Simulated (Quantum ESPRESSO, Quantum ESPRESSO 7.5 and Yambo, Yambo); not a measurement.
## Quasiparticle gap of LiF (Griceite) in Yambo

How does a plane-wave GW calculation on LiF (Griceite) run from the first input to the gap?

Method: PBE and many-body steps on it, plane waves, in Quantum ESPRESSO 7.5 and Yambo 5.3.0.

### Step 1. The structure

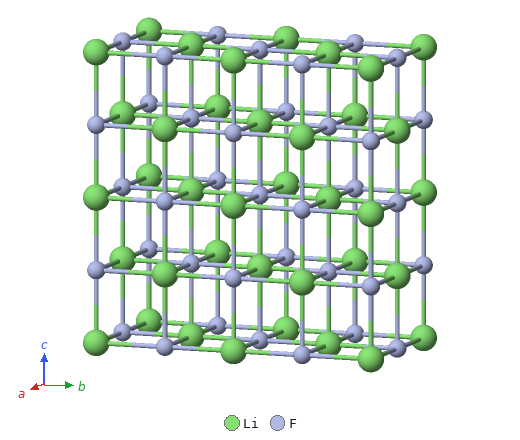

The cell as given, slightly off an axis (lithium green, fluorine light blue). 1×2×2 cells are drawn. This picture shows the conventional cell, with its axes. Some periodic images of atoms are drawn too.

The cell and positions come from the Crystallography Open Database and are kept as given unless a step says otherwise.

### Step 2. Ground state

This step: Quantum ESPRESSO 7.5; DFT, PBE, plane waves, norm-conserving pseudopotentials.

The ground-state density comes first.

pw.in

```
&control
  calculation = 'scf'
  prefix = 'x'
  outdir = 'o'
  pseudo_dir = 'pseudo'
/
&system
  ibrav = 0
  nat = 2
  ntyp = 2
  ecutwfc = 72.0
  nbnd = 10
  force_symmorphic = .true.
/
&electrons
  conv_thr = 1e-10
  electron_maxstep = 80
  mixing_beta = 0.5
/
ATOMIC_SPECIES
  Li 6.94 Li.upf
  F 18.998 F.upf
CELL_PARAMETERS angstrom
  0.0000000000 2.0140000000 2.0140000000
  2.0140000000 0.0000000000 2.0140000000
  2.0140000000 2.0140000000 -0.0000000000
ATOMIC_POSITIONS crystal
  Li 0.0000000000 0.0000000000 0.0000000000
  F 0.5000000000 0.5000000000 0.5000000000
K_POINTS automatic
  8 8 8 0 0 0
```

Launch:

```console
> OMP_NUM_THREADS=1 mpirun -n 4 pw.x -nk 4 -in pw.in > pw.out
```

What it wrote:

```text
Program PWSCF v.7.5 starts

     This program is part of the open-source Quantum ESPRESSO suite
     for quantum simulation of materials; please cite
         "P. Giannozzi et al., J. Phys.:Condens. Matter 21 395502 (2009);
         "P. Giannozzi et al., J. Phys.:Condens. Matter 29 465901 (2017);
         "P. Giannozzi et al., J. Chem. Phys. 152 154105 (2020);
     in publications or presentations arising from this work. More details at
     Message from routine setup:
     using ibrav=0 with symmetry is DISCOURAGED, use correct ibrav instead

     G-vector sticks info

     bravais-lattice index     =            0
     lattice parameter (alat)  =       5.3824  a.u.
     unit-cell volume          =     110.2567 (a.u.)^3
     number of atoms/cell      =            2
     number of atomic types    =            2
     number of electrons       =        10.00
     number of Kohn-Sham states=           10
     kinetic-energy cutoff     =      72.0000  Ry
     charge density cutoff     =     288.0000  Ry
     scf convergence threshold =      1.0E-10
     mixing beta               =       0.5000
     number of iterations used =            8  plain     mixing
     Exchange-correlation= PBE
                           (   1   4   3   4   0   0   0)

     celldm(1)=   5.382367  celldm(2)=   0.000000  celldm(3)=   0.000000
     celldm(4)=   0.000000  celldm(5)=   0.000000  celldm(6)=   0.000000

     crystal axes: (cart. coord. in units of alat)
               a(1) = (   0.000000   0.707107   0.707107 )
               a(2) = (   0.707107   0.000000   0.707107 )
               a(3) = (   0.707107   0.707107  -0.000000 )

     reciprocal axes: (cart. coord. in units 2 pi/alat)
               b(1) = ( -0.707107  0.707107  0.707107 )
               b(2) = (  0.707107 -0.707107  0.707107 )
               b(3) = (  0.707107  0.707107 -0.707107 )
     Pseudo is Norm-conserving, Zval =  3.0
     Generated using ONCVPSP code by D. R. Hamann
     Using radial grid of 1944 points,  4 beta functions with:
     Pseudo is Norm-conserving + core correction, Zval =  7.0
     Generated using ONCVPSP code by D. R. Hamann
     Using radial grid of  832 points,  5 beta functions with:
     Li                3.00     6.94000     Li( 1.00)
     F                 7.00    18.99800     F ( 1.00)

     48 Sym. Ops., with inversion, found

   Cartesian axes

     site n.     atom                  positions (alat units)
         1        Li     tau(   1) = (   0.0000000   0.0000000   0.0000000  )
         2        F      tau(   2) = (   0.7071068   0.7071068   0.7071068  )

     number of k points=    29
                       cart. coord. in units 2pi/alat
        k(    1) = (   0.0000000   0.0000000   0.0000000), wk =   0.0039062
        k(    2) = (   0.0883883   0.0883883  -0.0883883), wk =   0.0312500
        k(    3) = (   0.1767767   0.1767767  -0.1767767), wk =   0.0312500
        k(    4) = (   0.2651650   0.2651650  -0.2651650), wk =   0.0312500
        k(    5) = (  -0.3535534  -0.3535534   0.3535534), wk =   0.0156250
        k(    6) = (   0.1767767   0.0000000   0.0000000), wk =   0.0234375
        k(    7) = (   0.2651650   0.0883883  -0.0883883), wk =   0.0937500
        k(    8) = (   0.3535534   0.1767767  -0.1767767), wk =   0.0937500
        k(    9) = (  -0.2651650  -0.4419417   0.4419417), wk =   0.0937500
        k(   10) = (  -0.1767767  -0.3535534   0.3535534), wk =   0.0937500
     [... 17 further rows ...]
        k(   28) = (  -0.7071068   0.1767767  -0.0000000), wk =   0.0468750
        k(   29) = (  -0.7071068   0.3535534   0.0000000), wk =   0.0234375

     Dense  grid:     9185 G-vectors     FFT dimensions: (  30,  30,  30)

     Initial potential from superposition of free atoms

     starting charge       9.9954, renormalised to      10.0000
     Starting wfcs are    6 randomized atomic wfcs +    4 random wfcs

     per-process dynamical memory:    10.8 Mb

     Self-consistent Calculation

     iteration #  1     ecut=    72.00 Ry     beta= 0.50

     total energy              =     -63.94789897 Ry
     estimated scf accuracy    <       0.11923085 Ry

     iteration #  2     ecut=    72.00 Ry     beta= 0.50

     total energy              =     -63.97944565 Ry
     estimated scf accuracy    <       0.01212648 Ry

     iteration #  3     ecut=    72.00 Ry     beta= 0.50

     total energy              =     -63.98144994 Ry
     estimated scf accuracy    <       0.00133569 Ry

     iteration #  4     ecut=    72.00 Ry     beta= 0.50

     total energy              =     -63.98156812 Ry
     estimated scf accuracy    <       0.00003780 Ry

     iteration #  5     ecut=    72.00 Ry     beta= 0.50

     total energy              =     -63.98157171 Ry
     estimated scf accuracy    <       0.00000354 Ry

     iteration #  6     ecut=    72.00 Ry     beta= 0.50

     total energy              =     -63.98157240 Ry
     estimated scf accuracy    <          8.2E-09 Ry

     iteration #  7     ecut=    72.00 Ry     beta= 0.50

     total energy              =     -63.98157241 Ry
     estimated scf accuracy    <          4.4E-09 Ry

     iteration #  8     ecut=    72.00 Ry     beta= 0.50

     total energy              =     -63.98157241 Ry
     estimated scf accuracy    <          2.9E-10 Ry

     iteration #  9     ecut=    72.00 Ry     beta= 0.50

     End of self-consistent calculation

          k = 0.0000 0.0000 0.0000 (  1139 PWs)   bands (ev):

   -39.9378 -18.9883   0.9065   0.9065   0.9065  10.0211  24.8974  24.8974
    24.8974  25.3125

          k = 0.0884 0.0884-0.0884 (  1143 PWs)   bands (ev):

   -39.9292 -18.9290   0.4741   0.8716   0.8716  10.4588  21.5470  23.2809
    23.2809  26.5804

          k = 0.1768 0.1768-0.1768 (  1131 PWs)   bands (ev):

   -39.9086 -18.7808  -0.4525   0.7900   0.7900  11.2836  18.8900  21.5015
    21.5015  27.9954

          k = 0.2652 0.2652-0.2652 (  1143 PWs)   bands (ev):

     [... further k-points ...]

     highest occupied, lowest unoccupied level (ev):     0.9065   10.0211

!    total energy              =     -63.98157241 Ry
     estimated scf accuracy    <          2.3E-11 Ry

     The total energy is the sum of the following terms:
     one-electron contribution =     -25.10600909 Ry
     hartree contribution      =      16.67746653 Ry
     xc contribution           =     -14.60475319 Ry
     ewald contribution        =     -40.94827666 Ry

     convergence has been achieved in   9 iterations

     XML data file, charge density, pseudopotentials, collected wavefunctions

=------------------------------------------------------------------------------=
   JOB DONE.
=------------------------------------------------------------------------------=
```

Run time: 2.1 s. Hardware: 4 MPI ranks of Arm Neoverse V1, shared host; peak memory 0.19 GiB; 8 s of CPU time.

Numbers from this step:

```yaml
total_energy: -870.5136 eV
gap: 9.115 eV
k_of_the_valence_top: 0, 0, 0
k_of_the_conduction_bottom: 0, 0, 0
least_direct_gap: 9.115 eV
```

The gap is direct, at Γ.

### Step 3. Bands along the symmetry lines

The cheap functional maps the bands first; the places of the edges decide which points the dearer methods must see.

pw.in

```
&control
  calculation = 'bands'
  prefix = 'x'
  outdir = 'o'
  pseudo_dir = 'pseudo'
/
&system
  ibrav = 0
  nat = 2
  ntyp = 2
  ecutwfc = 72.0
  nbnd = 11
  force_symmorphic = .true.
/
&electrons
  conv_thr = 1e-9
  electron_maxstep = 80
  diago_full_acc = .true.
  diago_thr_init = 5e-6
/
ATOMIC_SPECIES
  Li 6.94 Li.upf
  F 18.998 F.upf
CELL_PARAMETERS angstrom
  0.0000000000 2.0140000000 2.0140000000
  2.0140000000 0.0000000000 2.0140000000
  2.0140000000 2.0140000000 -0.0000000000
ATOMIC_POSITIONS crystal
  Li 0.0000000000 0.0000000000 0.0000000000
  F 0.5000000000 0.5000000000 0.5000000000
K_POINTS crystal
  50
  0.00000000 0.00000000 0.00000000 1
  0.06250000 0.00000000 0.06250000 1
  0.12500000 0.00000000 0.12500000 1
  0.18750000 0.00000000 0.18750000 1
  0.25000000 0.00000000 0.25000000 1
  0.31250000 0.00000000 0.31250000 1
  0.37500000 0.00000000 0.37500000 1
  0.43750000 0.00000000 0.43750000 1
  0.50000000 0.00000000 0.50000000 1
  0.51562500 0.03125000 0.51562500 1
  0.53125000 0.06250000 0.53125000 1
  0.54687500 0.09375000 0.54687500 1
  0.56250000 0.12500000 0.56250000 1
  0.57812500 0.15625000 0.57812500 1
  0.59375000 0.18750000 0.59375000 1
  0.60937500 0.21875000 0.60937500 1
  0.62500000 0.25000000 0.62500000 1
  0.37500000 0.37500000 0.75000000 1
  0.32812500 0.32812500 0.65625000 1
  0.28125000 0.28125000 0.56250000 1
  0.23437500 0.23437500 0.46875000 1
  0.18750000 0.18750000 0.37500000 1
  0.14062500 0.14062500 0.28125000 1
  0.09375000 0.09375000 0.18750000 1
  0.04687500 0.04687500 0.09375000 1
  0.00000000 0.00000000 0.00000000 1
  0.06250000 0.06250000 0.06250000 1
  0.12500000 0.12500000 0.12500000 1
  0.18750000 0.18750000 0.18750000 1
  0.25000000 0.25000000 0.25000000 1
  0.31250000 0.31250000 0.31250000 1
  0.37500000 0.37500000 0.37500000 1
  0.43750000 0.43750000 0.43750000 1
  0.50000000 0.50000000 0.50000000 1
  0.50000000 0.46875000 0.53125000 1
  0.50000000 0.43750000 0.56250000 1
  0.50000000 0.40625000 0.59375000 1
  0.50000000 0.37500000 0.62500000 1
  0.50000000 0.34375000 0.65625000 1
  0.50000000 0.31250000 0.68750000 1
  0.50000000 0.28125000 0.71875000 1
  0.50000000 0.25000000 0.75000000 1
  0.50000000 0.21875000 0.71875000 1
  0.50000000 0.18750000 0.68750000 1
  0.50000000 0.15625000 0.65625000 1
  0.50000000 0.12500000 0.62500000 1
  0.50000000 0.09375000 0.59375000 1
  0.50000000 0.06250000 0.56250000 1
  0.50000000 0.03125000 0.53125000 1
  0.50000000 0.00000000 0.50000000 1
```

What it wrote:

```text
[banner, memory and clock lines left out]
Program PWSCF v.7.5 starts

     Atomic positions and unit cell read from directory:
     o/x.save/

     Message from routine setup:
     using ibrav=0 with symmetry is DISCOURAGED, use correct ibrav instead

     G-vector sticks info

     bravais-lattice index     =            0
     lattice parameter (alat)  =       5.3824  a.u.
     unit-cell volume          =     110.2567 (a.u.)^3
     number of atoms/cell      =            2
     number of atomic types    =            2
     number of electrons       =        10.00
     number of Kohn-Sham states=           11
     kinetic-energy cutoff     =      72.0000  Ry
     charge density cutoff     =     288.0000  Ry
     Exchange-correlation= PBE
                           (   1   4   3   4   0   0   0)

     celldm(1)=   5.382367  celldm(2)=   0.000000  celldm(3)=   0.000000
     celldm(4)=   0.000000  celldm(5)=   0.000000  celldm(6)=   0.000000

     crystal axes: (cart. coord. in units of alat)
               a(1) = (   0.000000   0.707107   0.707107 )
               a(2) = (   0.707107   0.000000   0.707107 )
               a(3) = (   0.707107   0.707107  -0.000000 )

     reciprocal axes: (cart. coord. in units 2 pi/alat)
               b(1) = ( -0.707107  0.707107  0.707107 )
               b(2) = (  0.707107 -0.707107  0.707107 )
               b(3) = (  0.707107  0.707107 -0.707107 )
     Pseudo is Norm-conserving, Zval =  3.0
     Generated using ONCVPSP code by D. R. Hamann
     Using radial grid of 1944 points,  4 beta functions with:
     Pseudo is Norm-conserving + core correction, Zval =  7.0
     Generated using ONCVPSP code by D. R. Hamann
     Using radial grid of  832 points,  5 beta functions with:
     Li                3.00     6.94000     Li( 1.00)
     F                 7.00    18.99800     F ( 1.00)

     48 Sym. Ops., with inversion, found

   Cartesian axes

     site n.     atom                  positions (alat units)
         1        Li     tau(   1) = (   0.0000000   0.0000000   0.0000000  )
         2        F      tau(   2) = (   0.7071068   0.7071068   0.7071068  )

     number of k points=    50
                       cart. coord. in units 2pi/alat
        k(    1) = (   0.0000000   0.0000000   0.0000000), wk =   0.0400000
        k(    2) = (   0.0000000   0.0883883   0.0000000), wk =   0.0400000
        k(    3) = (   0.0000000   0.1767767   0.0000000), wk =   0.0400000
[...]
[... 38 further rows ...]
        k(   49) = (   0.0441942   0.7071068   0.0000000), wk =   0.0400000
        k(   50) = (   0.0000000   0.7071068   0.0000000), wk =   0.0400000

     Dense  grid:     9185 G-vectors     FFT dimensions: (  30,  30,  30)

     The potential is recalculated from file :
     o/x.save/charge-density

     Starting wfcs are    6 randomized atomic wfcs +    5 random wfcs

     Band Structure Calculation

     End of band structure calculation

          k = 0.0000 0.0000 0.0000 (  1139 PWs)   bands (ev):

   -39.9378 -18.9883   0.9065   0.9065   0.9065  10.0211  24.8974  24.8974
    24.8974  25.3125  25.3125

          k = 0.0000 0.0884 0.0000 (  1147 PWs)   bands (ev):

   -39.9348 -18.9678   0.8035   0.8673   0.8673  10.1833  23.7304  23.7304
    24.1913  24.2895  26.8324

          k = 0.0000 0.1768 0.0000 (  1155 PWs)   bands (ev):

   -39.9265 -18.9071   0.5061   0.7562   0.7562  10.6553  22.5118  22.7158
    22.7158  23.0257  28.8911

          k =-0.0000 0.2652 0.0000 (  1146 PWs)   bands (ev):

[...]
k = 0.0000 0.4419-0.0000 (  1126 PWs)   bands (ev):

[...]
k =-0.0000 0.5303 0.0000 (  1142 PWs)   bands (ev):

[...]
k = 0.0000 0.6187-0.0000 (  1138 PWs)   bands (ev):

[...]
k = 0.4640 0.4640-0.0000 (  1141 PWs)   bands (ev):

[...]
k = 0.3315 0.3315-0.0000 (  1135 PWs)   bands (ev):

[...]
k = 0.3094 0.7071-0.0000 (  1134 PWs)   bands (ev):

[...]
k = 0.2210 0.7071-0.0000 (  1138 PWs)   bands (ev):

[...]
k = 0.1768 0.7071-0.0000 (  1142 PWs)   bands (ev):

[...]
k = 0.0442 0.7071 0.0000 (  1142 PWs)   bands (ev):

   -39.8644 -18.2931  -2.0598  -0.1059  -0.0759  15.7296  17.3711  18.3945
    21.1240  21.3413  34.3419

          k = 0.0000 0.7071 0.0000 (  1138 PWs)   bands (ev):

   -39.8644 -18.2921  -2.0764  -0.0833  -0.0833  15.7282  17.4514  18.3945
    21.1639  21.1639  34.3039

     XML data file, pseudopotentials, collected wavefunctions
```

It took 1.4 s on 4 MPI ranks; peak memory 0.05 GiB.

This step gave:

| Item | Value |
| --- | --- |
| gap | 9.114 eV |
| k of the valence top | 0.0469, 0.0469, 0.0938 |
| k of the conduction bottom | 0, 0, 0 |
| least direct gap | 9.115 eV |

The gap is 9.114 eV, −0.001 eV from the run before at this level.

Electronic bands along the path, in eV, zero at the top of the highest filled band; v1 is the highest filled band, c1 the lowest empty one:

| point | v4 | v3 | v2 | v1 | c1 | c2 | c3 | c4 |
| --- | --- | --- | --- | --- | --- | --- | --- | --- |
| Γ | -19.90 | 0.00 | 0.00 | 0.00 | 9.11 | 23.99 | 23.99 | 23.99 |
| X | -19.20 | -2.98 | -0.99 | -0.99 | 14.82 | 16.54 | 17.49 | 20.26 |
| U | -19.24 | -2.48 | -1.55 | -0.73 | 14.53 | 14.92 | 18.45 | 19.69 |
| jump to K | -19.24 | -2.48 | -1.55 | -0.73 | 14.53 | 14.92 | 18.45 | 19.69 |
| Γ | -19.90 | 0.00 | 0.00 | 0.00 | 9.11 | 23.99 | 23.99 | 23.99 |
| L | -19.46 | -2.50 | -0.23 | -0.23 | 10.83 | 16.74 | 18.94 | 18.94 |
| W | -19.23 | -2.06 | -2.06 | -0.79 | 15.08 | 15.08 | 17.48 | 19.28 |
| X | -19.20 | -2.98 | -0.99 | -0.99 | 14.82 | 16.54 | 17.49 | 20.26 |

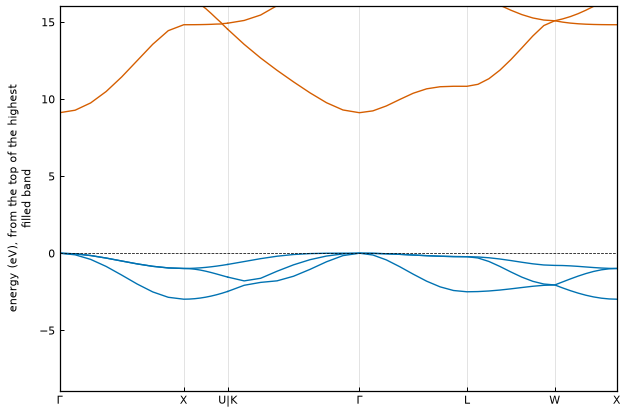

Electronic bands along the path; lines of filled and empty bands in two colours.

### Step 4. Empty states on the mesh, 6×6×6 mesh, 73 bands

The sums over transitions need many empty states on a uniform mesh; this step solves for them.

pw.in

```
&control
  calculation = 'nscf'
  prefix = 'x'
  outdir = 'o'
  pseudo_dir = 'pseudo'
/
&system
  ibrav = 0
  nat = 2
  ntyp = 2
  ecutwfc = 72.0
  nbnd = 73
  force_symmorphic = .true.
/
&electrons
  conv_thr = 1e-9
  electron_maxstep = 80
  diago_full_acc = .true.
  diago_thr_init = 5e-6
/
ATOMIC_SPECIES
  Li 6.94 Li.upf
  F 18.998 F.upf
CELL_PARAMETERS angstrom
  0.0000000000 2.0140000000 2.0140000000
  2.0140000000 0.0000000000 2.0140000000
  2.0140000000 2.0140000000 -0.0000000000
ATOMIC_POSITIONS crystal
  Li 0.0000000000 0.0000000000 0.0000000000
  F 0.5000000000 0.5000000000 0.5000000000
K_POINTS automatic
  6 6 6 0 0 0
```

What it wrote:

```text
[banner, memory and clock lines left out]
Program PWSCF v.7.5 starts

     Atomic positions and unit cell read from directory:
     o/x.save/

     Message from routine setup:
     using ibrav=0 with symmetry is DISCOURAGED, use correct ibrav instead

     G-vector sticks info

     bravais-lattice index     =            0
     lattice parameter (alat)  =       5.3824  a.u.
     unit-cell volume          =     110.2567 (a.u.)^3
     number of atoms/cell      =            2
     number of atomic types    =            2
     number of electrons       =        10.00
     number of Kohn-Sham states=           73
     kinetic-energy cutoff     =      72.0000  Ry
     charge density cutoff     =     288.0000  Ry
     Exchange-correlation= PBE
                           (   1   4   3   4   0   0   0)

     celldm(1)=   5.382367  celldm(2)=   0.000000  celldm(3)=   0.000000
     celldm(4)=   0.000000  celldm(5)=   0.000000  celldm(6)=   0.000000

     crystal axes: (cart. coord. in units of alat)
               a(1) = (   0.000000   0.707107   0.707107 )
               a(2) = (   0.707107   0.000000   0.707107 )
               a(3) = (   0.707107   0.707107  -0.000000 )

     reciprocal axes: (cart. coord. in units 2 pi/alat)
               b(1) = ( -0.707107  0.707107  0.707107 )
               b(2) = (  0.707107 -0.707107  0.707107 )
               b(3) = (  0.707107  0.707107 -0.707107 )
     Pseudo is Norm-conserving, Zval =  3.0
     Generated using ONCVPSP code by D. R. Hamann
     Using radial grid of 1944 points,  4 beta functions with:
     Pseudo is Norm-conserving + core correction, Zval =  7.0
     Generated using ONCVPSP code by D. R. Hamann
     Using radial grid of  832 points,  5 beta functions with:
     Li                3.00     6.94000     Li( 1.00)
     F                 7.00    18.99800     F ( 1.00)

     48 Sym. Ops., with inversion, found

   Cartesian axes

     site n.     atom                  positions (alat units)
         1        Li     tau(   1) = (   0.0000000   0.0000000   0.0000000  )
         2        F      tau(   2) = (   0.7071068   0.7071068   0.7071068  )

     number of k points=    16
                       cart. coord. in units 2pi/alat
        k(    1) = (   0.0000000   0.0000000   0.0000000), wk =   0.0092593
        k(    2) = (   0.1178511   0.1178511  -0.1178511), wk =   0.0740741
        k(    3) = (   0.2357023   0.2357023  -0.2357023), wk =   0.0740741
[...]
[... 4 further rows ...]
        k(   15) = (  -0.1178511  -0.3535534   0.5892557), wk =   0.2222222
        k(   16) = (  -0.7071068   0.2357023   0.0000000), wk =   0.1111111

     Dense  grid:     9185 G-vectors     FFT dimensions: (  30,  30,  30)

     The potential is recalculated from file :
     o/x.save/charge-density

     Starting wfcs are    6 randomized atomic wfcs +   67 random wfcs

     Band Structure Calculation

     End of band structure calculation

          k = 0.0000 0.0000 0.0000 (  1139 PWs)   bands (ev):

   -39.9378 -18.9883   0.9065   0.9065   0.9065  10.0211  24.8974  24.8974
    24.8974  25.3125  25.3125  25.3125  28.2845  32.4832  32.4832  45.8414
    45.8414  45.8414  49.6073  65.9888  65.9888  65.9888  68.3857  69.5444
[...]
165.2396

          k = 0.1179 0.1179-0.1179 (  1149 PWs)   bands (ev):

[...]
156.3274

          k = 0.2357 0.2357-0.2357 (  1149 PWs)   bands (ev):

[...]
120.5203 120.5203 121.3153 126.0143 126.0143 126.9456 131.9498 131.9498
   133.1211 135.3560 135.3560 138.1893 142.4081 142.4081 143.4775 145.8111
   145.8111

          k =-0.3536-0.3536 0.3536 (  1158 PWs)   bands (ev):

     [... further k-points ...]

     highest occupied, lowest unoccupied level (ev):     0.9065   10.0211

     XML data file, pseudopotentials, collected wavefunctions
```

It took 2.6 s on 4 MPI ranks; peak memory 0.2 GiB.

Numbers from this step:

| Item | Value |
| --- | --- |
| gap | 9.115 eV |
| k of the valence top | 0, 0, 0 |
| k of the conduction bottom | 0, 0, 0 |
| least direct gap | 9.115 eV |
| k points computed | 16 |
| lowest point of the top converged band, above the valence top | 140.1423 eV |

On this mesh the gap is 9.115 eV.

(Continued in part 2 of 2.)

[Paths, hosts, dates, memory and timing lines, banners, echoed tables and standing remarks are left out of the program output.]

[Logs are printed without paths, hosts, clocks, repeated set-up lines and the standing remarks that a program may print on its own settings, such as how far it seeks lower states.]

[Runs of the session that timed out or met a known fault of the program may be left out.]

[Hosts, paths, dates, database ids (printed as entryN), source tags and the programs' standing remarks are cut or masked in the printed files.]
